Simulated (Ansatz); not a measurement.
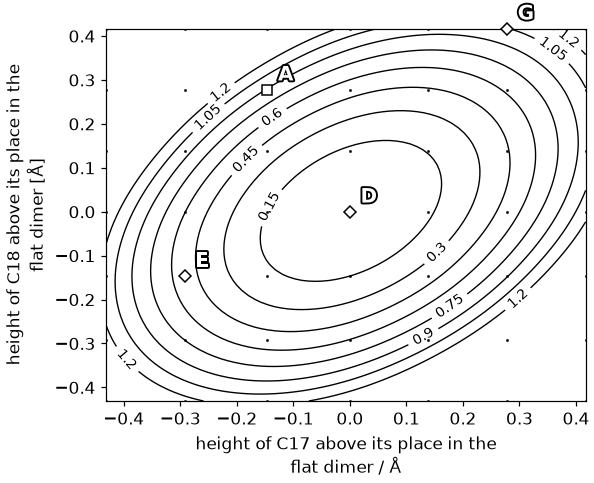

A C(100) slab cut from the Fd-3m phase, its lower face capped with 4 H atoms (22 atoms in the cell). Two atoms of the surface dimers are held at set heights. First axis: height of C17 above its place in the flat dimer. Second axis: height of C18 above its place in the flat dimer. Relaxed at each point: all atoms of the upper layers, but for the two heights. Grid: 7 × 7 points; 28 points were computed and 21 follow by symmetry. Points are written as (first, second). Energies: eV, counted from the lowest grid point. Computed with Ansatz, DFT LDA, scalar-relativistic, plane waves, PAW. Settings: cutoff 420 eV, k-mesh 10×5×1, gaussian smearing 0.05 eV, no spin polarisation.

The picture shows contour lines labelled in eV (none above 1.2), dots at the grid points, lettered points. Between grid points the surface is interpolated.

Q: What kind of point is each of A, D, E: minimum, saddle, maximum or slope?

A: A: on a slope; D: minimum; E: on a slope. (In these two coordinates alone; a stationary point may lie a little off the grid point.)

Q: Rank the lettered points by energy, lowest first.

A: D (0.00 eV), E (0.52 eV), A (0.89 eV), G (1.04 eV).
